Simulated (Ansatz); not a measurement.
**SiF2 (SMILES F[Si]F): the energy, rung by rung**

SiF2 has 3 atoms, charge 0, and is taken as a singlet. SMILES: `F[Si]F`. Geometry: relaxed at GFN2-xTB.

```xyz
3

Si    0.0042   -0.0077   -0.7448
F     1.1659   -0.0173    0.3806
F    -1.1702    0.0250    0.3642
```

Quantity: the energy change with the Si1–F2 bond stretched from 1.617 to 2.426 Å, in eV. The values are calculated.

```tsv
level	kind	program	value (eV)	less FCI/STO-3G	CPU time (all runs)
revPBE/STO-3G (restricted)	GGA	Ansatz	3.21	-0.11	2.7 s
B3LYP/STO-3G (restricted)	global hybrid	Ansatz	3.82	+0.50	2 s
wB97M-V/STO-3G (restricted)	range-separated hybrid	Ansatz	4.28	+0.96	27 s
B2PLYP/STO-3G (restricted)	double hybrid	Ansatz	3.96	+0.64	2.7 s
MP2/STO-3G (restricted)	perturbation theory	Ansatz	4.19	+0.87	0.3 s
BCCD(T)/STO-3G (restricted)	coupled cluster or CI	Ansatz	3.39	+0.07	0.65 s
CCSD/STO-3G (restricted)	coupled cluster or CI	Ansatz	3.38	+0.06	0.4 s
CCSDTQ/STO-3G (restricted)	coupled cluster or CI	Ansatz	3.32	0.00	30 s
FCI/STO-3G	exact in the basis	Ansatz	3.32	0.00	0.95 s
```

FCI/STO-3G is exact within its basis and frozen core, so for wave-function methods in that basis the difference is their error; functionals converge differently with the basis, so for them it is only a difference. The first shape isn't each level's own minimum. The values span 3.21 to 4.28 eV. All rows use very small basis sets, so none should be taken for the real molecule's value. In so small a basis fixed costs decide the times, and correlated methods can beat functionals. CPU times are rough (shared hosts, several kinds of processor and program).

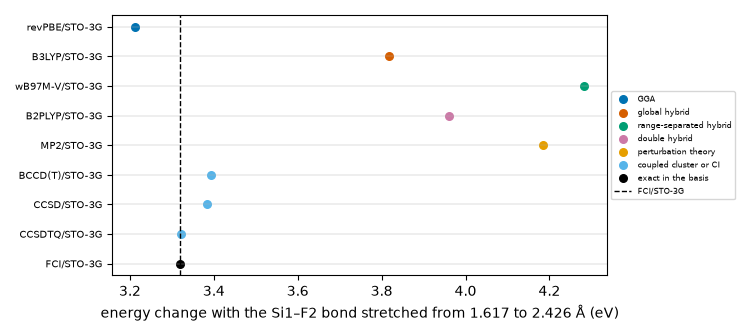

The values of the table, level by level.
